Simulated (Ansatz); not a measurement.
Consider NaF in the rock salt structure (space group Fm-3m, No. 225; a = 4.7012 Å).

It is then changed as follows: an isotropic linear strain of +1.00 %; the atoms relax in the strained cell.

The values are results of Ansatz (a first-principles code) PBE, scalar-relativistic without spin-orbit coupling, not measurements.

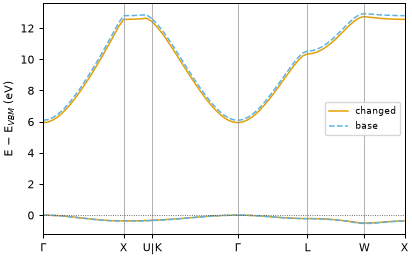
Highest valence and lowest conduction band along the path, each from its own valence-band maximum

The gap is 5.94 eV, direct at Γ; the base has 6.09 eV.

Whether these cells are dynamically stable was not tested.
